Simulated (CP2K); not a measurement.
**CH2BNO2 (SMILES N#COBO) at AM1**

Aim: the vertical electron affinity of CH2BNO2 at AM1, from 2 runs. 

The calculation is run with CP2K 2026.2.

3 further runs of the same task are left out: 3 set aside as unsound or not needed.

## Step 1: The structure to begin with

CH2BNO2 has 7 atoms, charge 0, and is taken as a singlet. As SMILES, `N#COBO`. Geometry: relaxed at GFN2-xTB. This is one conformer, not always the lowest.

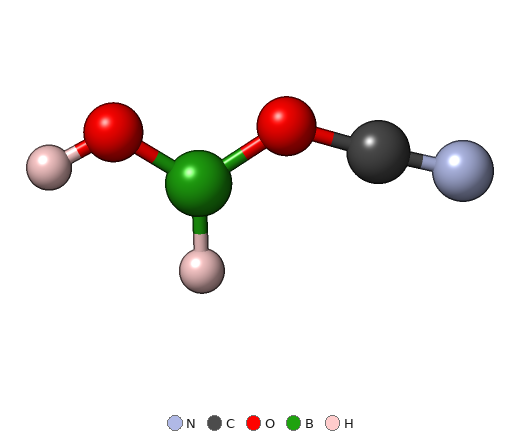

Viewed from a chosen angle; nitrogen light blue, carbon dark grey, oxygen red, boron green, hydrogen pink.

## Step 2: Energy and gradient at AM1

calc.inp reads:

```
&GLOBAL
  PROJECT_NAME calc
  RUN_TYPE ENERGY_FORCE
  PRINT_LEVEL MEDIUM
&END

&FORCE_EVAL
  METHOD Quickstep
  &DFT
    CHARGE 0
    MULTIPLICITY 1
    &QS
      METHOD AM1
      EPS_DEFAULT 1.0E-10
      &SE
        &COULOMB
          CUTOFF [angstrom] 50
          RC_RANGE [angstrom] 0
        &END
        &EXCHANGE
          CUTOFF [angstrom] 50
          RC_RANGE [angstrom] 0
        &END
      &END
    &END
    &POISSON
      PERIODIC NONE
      POISSON_SOLVER ANALYTIC
    &END
    &SCF
      SCF_GUESS ATOMIC
      EPS_SCF 1.0E-06
      MAX_SCF 40
      &OT ON
        MINIMIZER DIIS
        PRECONDITIONER FULL_ALL
      &END
      &OUTER_SCF
        EPS_SCF 1.0E-06
        MAX_SCF 10
      &END
    &END
    &PRINT
      &MOMENTS
        PERIODIC F
        REFERENCE COM
        MAX_MOMENT 1
      &END
      &MO_CUBES
        NLUMO 1
        NHOMO -1
        WRITE_CUBE F
      &END
      &HIRSHFELD OFF
      &END
    &END
  &END
  &SUBSYS
    &CELL
      ABC [angstrom] 11.5 13.9 13.4
      PERIODIC NONE
    &END
    &COORD
      N      6.482855     4.982295     8.416085
      C      6.097625     5.624235     7.550905
      O      5.653695     6.273495     6.563225
      B      5.619035     7.626415     6.354295
      O      5.073155     7.987965     5.195755
      H      6.049545     8.372705     7.162665
      H      5.017145     8.917705     4.983915
    &END
  &END
  &PRINT
    &FORCES ON
    &END
  &END
&END
```

Run with:

```bash
OMP_NUM_THREADS=1 cp2k.psmp -i calc.inp -o calc.out
```

The program printed:

```text
CP2K| version string:                                       CP2K version 2026.2
[...]
 GLOBAL| Method name                                                        CP2K
[...]
 GLOBAL| Run type                                                   ENERGY_FORCE
[...]
                             - Atoms:                                          7
[...]
                             - Spherical basis functions:                     22
[...]
 Number of electrons:                                                         26
[...]
     1 OT DIIS     0.15E+00    0.0     0.46896365       -33.5853503281 -3.36E+01
[...]
    11 OT DIIS     0.15E+00    0.0     0.00000077       -39.4441289048 -7.62E-11
  *** SCF run converged in    11 steps ***
  Core-core repulsion energy [eV]:                           1695.39864938283927
  Core Hamiltonian energy [eV]:                             -1750.68619037060012
  Two-electron integral energy [eV]:                        -2036.08358305421757
  Electronic energy [eV]:                                   -2768.72798189770856
  Total energy [eV]:                                        -1073.32933251486975
  Atomic reference energy [eV]:                              1069.81199677588552
  Heat of formation [kcal/mol]:                               -81.11169547615617
[...]
 SE_DIPOLE| Moment [Debye]          0.41069910      -4.13184234       1.27953890
 SE_DIPOLE| Derivative [a.u.]       0.00000000       0.00000000       0.00000000
 *** WARNING in qs_scf_post_se.F:140 :: Printing of MO cube files not ***
 *** implemented for Semi-Empirical method.                           ***
 ENERGY| Total FORCE_EVAL ( QS ) energy [hartree]            -39.444128904797026
 FORCES| Atomic forces [hartree/bohr]
 FORCES|   Atom     x               y               z               |f|
 FORCES|      1  2.13163695E-02 -4.09216136E-02  4.84262809E-02   6.68884949E-02
 FORCES|      2  1.99631088E-02  7.34227040E-03  4.06295979E-02   4.58606463E-02
 FORCES|      3 -5.56368524E-02  1.22464632E-02 -1.16532391E-01   1.29712117E-01
 FORCES|      4  1.33172646E-02  5.04247358E-02  2.23842171E-02   5.67543539E-02
 FORCES|      5 -1.21235065E-02 -3.99126149E-02 -2.08190950E-02   4.66200703E-02
 FORCES|      6  3.46170336E-03  5.62136074E-03  6.54384102E-03   9.29542587E-03
 FORCES|      7  9.70191265E-03  5.19939845E-03  1.93675488E-02   2.22769567E-02
 FORCES| Sum    -3.74700271E-16 -1.11022302E-16  1.66533454E-16
 FORCES| Total atomic force                                       4.24805409E-16
[...]
```

It took 0.99 s on 1 thread of Arm Neoverse N1, shared host; peak memory 0.14 GiB.

## Step 3: The doublet anion

qs.inp reads:

```
&GLOBAL
  PROJECT_NAME qs
  RUN_TYPE ENERGY_FORCE
  PRINT_LEVEL MEDIUM
&END
&FORCE_EVAL
  METHOD QS
  &DFT
    CHARGE -1
    MULTIPLICITY 2
    UNRESTRICTED_KOHN_SHAM T
    &QS
      METHOD AM1
      EPS_DEFAULT 1.0E-10
      &SE
        &COULOMB
          CUTOFF [angstrom] 50
          RC_RANGE [angstrom] 0
        &END
        &EXCHANGE
          CUTOFF [angstrom] 50
          RC_RANGE [angstrom] 0
        &END
      &END
    &END
    &POISSON
      PERIODIC NONE
      POISSON_SOLVER ANALYTIC
    &END
    &SCF
      SCF_GUESS ATOMIC
      EPS_SCF 1.0E-06
      MAX_SCF 30
      &OT
        MINIMIZER CG
        PRECONDITIONER FULL_SINGLE_INVERSE
      &END
      &OUTER_SCF
        EPS_SCF 1.0E-06
        MAX_SCF 8
      &END
    &END
    &PRINT
      &MOMENTS
        PERIODIC F
        REFERENCE COM
        MAX_MOMENT 1
      &END
      &MO_CUBES
        NLUMO 1
        NHOMO -1
        WRITE_CUBE F
      &END
      &HIRSHFELD OFF
      &END
    &END
  &END
  &SUBSYS
    &CELL
      ABC 11.5 13.9 13.4
      PERIODIC NONE
    &END
    &COORD
      N      6.482855     4.982295     8.416085
      C      6.097625     5.624235     7.550905
      O      5.653695     6.273495     6.563225
      B      5.619035     7.626415     6.354295
      O      5.073155     7.987965     5.195755
      H      6.049545     8.372705     7.162665
      H      5.017145     8.917705     4.983915
    &END
  &END
  &PRINT
    &FORCES ON
    &END
  &END
&END
```

Run with:

```bash
OMP_NUM_THREADS=1 cp2k.psmp -i qs.inp > qs.out 2>&1
```

The program printed:

```text
CP2K| version string:                                       CP2K version 2026.2
[...]
 GLOBAL| Method name                                                        CP2K
[...]
 GLOBAL| Run type                                                   ENERGY_FORCE
[...]
                             - Atoms:                                          7
[...]
                             - Spherical basis functions:                     22
[...]
 Number of electrons:                                                         14
[...]
     1 OT CG       0.80E-01    0.0     0.15382612       -33.7295734550 -3.37E+01
[...]
    26 OT CG       0.56E+00    0.0     0.00000089       -39.4509244656 -2.88E-10
  *** SCF run converged in    26 steps ***
  Core-core repulsion energy [eV]:                           1695.39864938283927
  Core Hamiltonian energy [eV]:                             -1783.88489961873961
  Two-electron integral energy [eV]:                        -1970.05599778692863
  Electronic energy [eV]:                                   -2768.91289851220426
  Total energy [eV]:                                        -1073.51424912936477
  Atomic reference energy [eV]:                              1069.81199677588552
  Heat of formation [kcal/mol]:                               -85.37597424748921
[...]
 SE_DIPOLE| Moment [Debye]          0.83067119      -2.83471827       2.00650823
 SE_DIPOLE| Derivative [a.u.]       0.00000000       0.00000000       0.00000000
 *** WARNING in qs_scf_post_se.F:140 :: Printing of MO cube files not ***
 *** implemented for Semi-Empirical method.                           ***
 ENERGY| Total FORCE_EVAL ( QS ) energy [hartree]            -39.450924465706080
 FORCES| Atomic forces [hartree/bohr]
 FORCES|   Atom     x               y               z               |f|
 FORCES|      1  3.73584515E-02 -5.31942834E-02  8.29824115E-02   1.05410466E-01
 FORCES|      2 -6.45101380E-04 -1.49119284E-02  1.07180532E-04   1.49262605E-02
 FORCES|      3 -3.61867054E-02  3.51915176E-02 -7.84789649E-02   9.33106022E-02
 FORCES|      4  4.62498938E-03  1.28741748E-02  7.87370401E-03   1.57838563E-02
 FORCES|      5 -1.60783617E-02 -7.57656720E-03 -3.22532884E-02   3.68265217E-02
 FORCES|      6  5.47693160E-03  2.04709430E-02  9.25942114E-03   2.31255955E-02
 FORCES|      7  5.44979598E-03  7.14614351E-03  1.05095362E-02   1.38281594E-02
 FORCES| Sum     1.94289029E-16 -1.11022302E-16  1.27675648E-15
 FORCES| Total atomic force                                       1.29621807E-15
[...]
```

Run time: 2 s. Hardware: 1 thread of Arm Neoverse N1, shared host; peak memory 0.14 GiB.

## Step 4: Summary of results

Level: AM1.

| quantity | value |
| --- | --- |
| singlet CH2BNO2: total energy | -39.44413 Eh |
| singlet CH2BNO2: dipole moment | 4.34 D |
| singlet CH2BNO2: heat of formation at this unrelaxed shape | -81.1 kcal/mol |
| singlet CH2BNO2: largest force on an atom | 6.670 eV/Å |
| doublet anion: total energy | -39.45092 Eh |
| doublet anion: heat of formation at this unrelaxed shape | -85.4 kcal/mol |
| doublet anion: largest force on an atom | 5.420 eV/Å |
| vertical electron affinity (to the doublet anion) | 0.185 eV |

**Reading.** At fixed nuclei the extra electron is bound by 0.18 eV (17.8 kJ/mol). The largest force (singlet CH2BNO2) is 6.67 eV/Å: too large for a shape near rest, so the state or the gradient is in doubt. A minimal valence basis can't be trusted even for the sign of an electron affinity.
